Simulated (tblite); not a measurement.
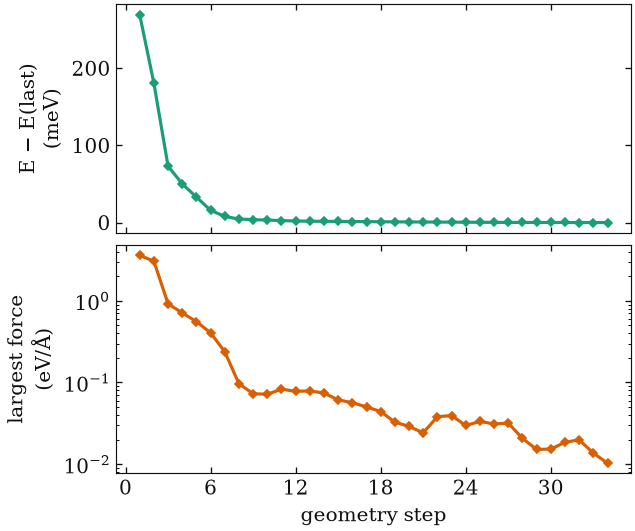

History of a geometry optimisation.

System: C$_{4}$H$_{4}$O$_{2}$ (SMILES O=C(O)C1=CC1).
Method: GFN2-xTB geometry optimisation, dihedral held, gas phase (tblite 0.8.0).

**How did the optimisation end?**

The optimisation met its thresholds at geometry 34, counting the start as the first. The energy fell by about 270 meV from the first step to the last. The largest force goes from about 3.6 eV/Å at the start to 0.01 eV/Å at the end.
